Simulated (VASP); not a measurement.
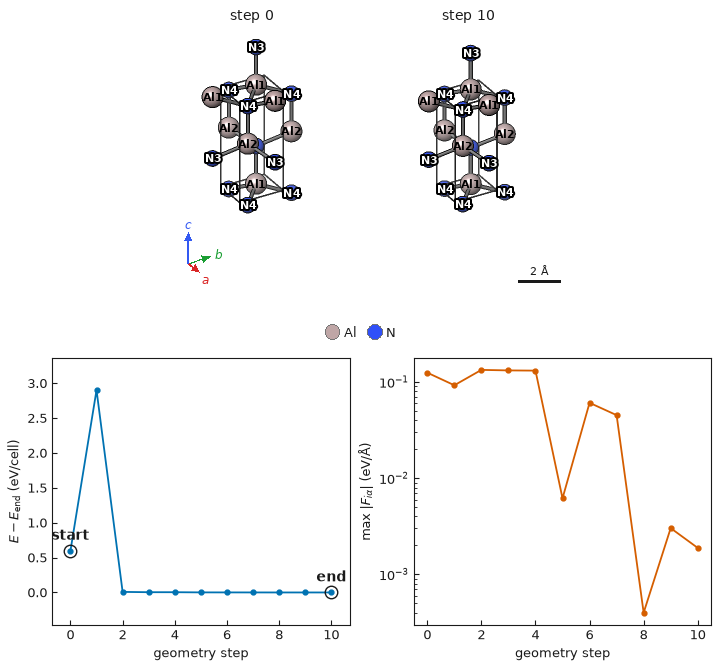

First and last geometry of a relaxation of crystalline AlN (set up in P6_3mc), with the history of the run. The picture is a ball-and-stick view of the cell of the calculation, seen slightly off an axis.

The run lets cell and atoms move.

Method: Kohn-Sham DFT of a periodic cell, PBE, VASP PAW PBE potentials, recommended in VASP 6.6.1.

Input file:
```
SYSTEM = AlN
  PREC = Accurate
  ENCUT = 250
  EDIFF = 1E-7
  ISMEAR = 0
  SIGMA = 0.02
  LREAL = .False.
  LASPH = .True.
  NELM = 60
  ALGO = Normal
  ISIF = 3
  LWAVE = .False.
  LCHARG = .False.
  GGA = PE
  IBRION = 2
  NSW = 80
  EDIFFG = -0.002
  KPAR = 4
```

Launched with:
```bash
cat potpaw_PBE.64/Al/POTCAR potpaw_PBE.64/N/POTCAR > POTCAR
mpirun -np 4 vasp_std > vasp.out
```

> What do the curves and the structures tell?

It converged. The largest moves relative to the cell, 0.011 Å, are those of Al1, Al2, N3 and N4. N4 goes along +c. Largest moves by element: N 0.011 Å, Al 0.011 Å. The volume changes by −11.4 %, with a = b 3.113 → 2.997 Å (−3.7 %), c 4.981 → 4.759 Å (−4.5 %). Among the contacts that change: Al1–N4 1.894 → 1.816 Å, Al1–N3 1.893 → 1.830 Å. The space group stays P6_3mc (No. 186). After 10 geometry steps the energy has fallen by 0.597 eV per cell of the calculation. Largest force component: 0.13 eV/Å at the start, 0.0019 eV/Å at the end. The pressure goes from −36.81 to 0.01 GPa. At step 1 the optimiser overshot: the energy rose above the start, and later steps came back. The volume changes by over a tenth within one run on a fixed set of plane waves, so the end point should be relaxed again from the new cell.
